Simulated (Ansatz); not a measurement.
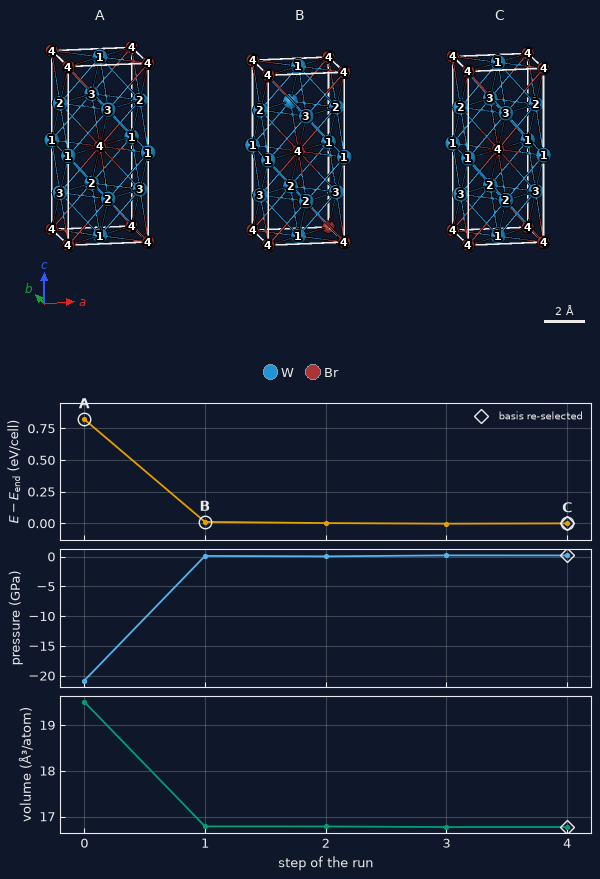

Frames of a relaxation of solid W$_{3}$Br (built on the TiAl3 (D0_22)_139 type) (coarse preliminary run), marked on the history of the run. A ball-and-stick model of the conventional cell (2 times the calculation's cell), seen slightly off an axis. Lengths and directions refer to the drawn axes.

Case: TiAl3 (D0_22) type (I4/mmm, No. 139).

Method: DFT PBE, scalar-relativistic, plane waves, PAW in Ansatz 0.2.0.

The input:
```yaml
crystal:
  lattice:
    - [-2.0592521889, 2.0592521889, 4.5998880064]
    - [2.0592521889, -2.0592521889, 4.5998880064]
    - [2.0592521889, 2.0592521889, -4.5998880064]
  atoms:
    - { symbol: W, position: [0.5, 0.5, 0.0] }
    - { symbol: W, position: [0.25, 0.75, 0.5] }
    - { symbol: W, position: [0.75, 0.25, 0.5] }
    - { symbol: Br, position: [0.0, 0.0, 0.0] }
basis:
  ecutwfc: 420
kpoints:
  mp_grid: { grid: [6, 6, 6] }
hamiltonian:
  xc: pbe
scf:
  occupations: { method: gaussian, width: 0.1 }
  lower_state_search: "off"
output:
  forces: true
  stress: true
  eigenvalues: true
relax:
  adjacent_minimum: "off"
  f_tol: 0.04
  max_steps: 70
  cell: { stress_tol: 0.4 }
```

Command:
```bash
ansatz run input.yaml --threads 1 --pin off --max-ram 2560MiB --backend cpu --events-out ev --progress --plain --runs-dir out
```

### What happens along the run?

Over 3 accepted moves (4 points after the start) the energy falls by 0.822 eV per cell of the calculation. All forces vanish by symmetry, so only the cell relaxes. Pressure: −20.81 GPa at the start and 0.20 GPa at the end. At 1 point the geometry stayed and the basis and grid were re-selected for the new cell (energy shift of 2.4 meV per cell of the calculation at most each time). The atoms keep their places relative to the cell (all moves are under 0.005 Å). The drawn cell changes as follows: a = b 4.119 → 3.872 Å (−6.0 %), c 9.200 → 8.948 Å (−2.7 %); the volume changes by −14.0 %. Near-neighbour distances that change, for instance: W1–Br4 2.912 → 2.738 Å, W2–W3 2.912 → 2.738 Å, W1–W2 3.087 → 2.958 Å, W2–Br4 3.087 → 2.958 Å. The space group stays I4/mmm (No. 139). Cost: 9.9 s on 1 thread of Intel(R) Xeon(R) 6975P-C (Granite Rapids) (shared host), peak memory 0.43 GiB. From step 0 to 1: volume −14.0 %, energy −0.810 eV per cell of the calculation. From step 1 to 4: energy −11.6 meV per cell of the calculation.

| step | E − E(0), meV/atom | pressure, GPa | volume, Å³/atom | note |
| --- | --- | --- | --- | --- |
| 0 | 0.00 | -20.81 | 19.506 |  |
| 1 | -202.48 | 0.11 | 16.785 |  |
| 2 | -204.80 | 0.05 | 16.783 |  |
| 3 | -205.99 | 0.21 | 16.769 |  |
| 4 | -205.38 | 0.20 | 16.769 | same geometry, new basis |
